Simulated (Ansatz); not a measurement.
# H₃MoNO₂S: basis-set convergence

Aim: see how fast density functionals converge with the basis set for H₃MoNO₂S.

Program: Ansatz 0.2.0, Gaussian basis. Level of theory: one geometry, several basis sets. These are calculated values, not measurements.

The runs, in order: PBE0-D4/def2-SVP; ωB97M-V/def2-SVP; PBE0-D4/def2-QZVPP; ωB97M-V/def2-QZVPP; the functionals' def2-TZVPP values are taken from earlier runs.

**1. The geometry**

All runs share one geometry, relaxed beforehand with PBE0-D4 in a triple-zeta def2 set. Mo takes the def2 core potential; no spin-orbit term is included.

SMILES `[NH2][Mo](=[O])([OH])=[S]`, 8 atoms, charge 0, spin multiplicity 1.

Atoms are counted from 1 here; the program's logs count them from 0.

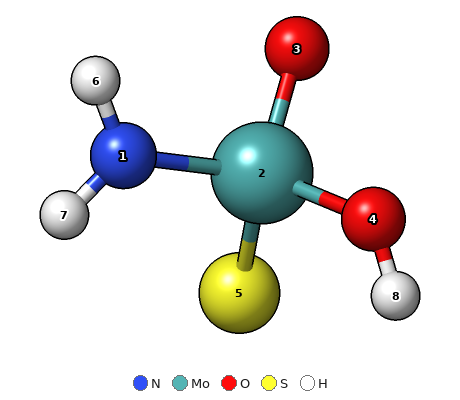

The geometry (nitrogen blue, molybdenum teal, oxygen red, sulfur yellow, hydrogen white); atoms are numbered from 1 in the order of the file.

**2. PBE0-D4 in def2-SVP**

File in.yaml:

```yaml
crystal:
  periodic: [false, false, false]
  atoms:
    - {symbol: N, position_ang: [-0.666684, 0.660843, 1.062517]}
    - {symbol: Mo, position_ang: [0.508187, -0.299879, -0.105023]}
    - {symbol: O, position_ang: [1.297541, -1.450376, 0.813538]}
    - {symbol: O, position_ang: [-0.470655, -1.174395, -1.442042]}
    - {symbol: S, position_ang: [1.849028, 1.088058, -0.972266]}
    - {symbol: H, position_ang: [-0.958293, 0.291369, 1.955659]}
    - {symbol: H, position_ang: [-0.911160, 1.633814, 0.957330]}
    - {symbol: H, position_ang: [-0.555765, -0.806635, -2.325514]}
basis:
  gaussian: {orbitals: def2-SVP}
hamiltonian: {xc: pbe0, dispersion: d4}
output: {orbitals: {seedname: orbitals}}
```

Further steps of the session: ωB97M-V in def2-SVP; PBE0-D4 in def2-QZVPP; ωB97M-V in def2-QZVPP.

Q: Predict the results of all the runs planned. Wanted: PBE0-D4: double and triple zeta above quadruple; ωB97M-V: double and triple zeta above quadruple.

The runs gave:

```
                                       quantity           value
PBE0-D4: double and triple zeta above quadruple  12.11, 0.75 eV
ωB97M-V: double and triple zeta above quadruple  12.23, 0.72 eV
```

**Reading.** PBE0-D4 gains 11.36 eV from double to triple zeta, then 0.75 eV more. These are total energies; as a rule much of such shifts cancels in differences, which this series doesn't test.
